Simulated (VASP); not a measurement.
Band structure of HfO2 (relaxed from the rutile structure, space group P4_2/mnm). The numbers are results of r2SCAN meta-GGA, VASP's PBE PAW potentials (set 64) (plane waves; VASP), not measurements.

Unless said otherwise, spin-orbit coupling is left out, though it shifts the bands of the heavy elements here.

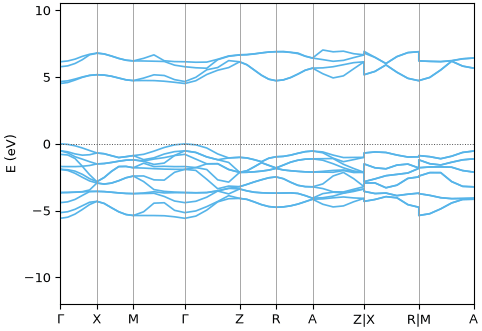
Figure. Bands along high-symmetry lines, zero at the valence-band maximum or, without a gap, the Fermi level

Q: Read the plot: is there a gap, and where are the band edges?

A: The gap is direct, 4.52 eV, from the valence maximum at Γ to the conduction minimum at Γ.

The structure was generated: HfO2 was put into the rutile type (P4_2/mnm), which need not be its known phase. It was relaxed first.
